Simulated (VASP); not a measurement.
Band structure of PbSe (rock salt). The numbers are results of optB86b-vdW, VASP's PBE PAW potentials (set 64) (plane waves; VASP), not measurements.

Unless said otherwise, spin-orbit coupling is left out, though it shifts the bands of the heavy elements here.

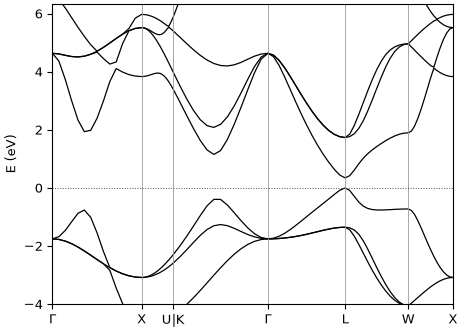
Figure: Bands along high-symmetry lines, zero at the valence-band maximum or, without a gap, the Fermi level

Task: Read the plot: is there a gap, and where are the band edges?

Result: The gap is direct, 0.34 eV, from the valence maximum at L to the conduction minimum at L. (Edges off the drawn lines would not show.)

The compound is PbSe in the rock salt structure. It was relaxed first.
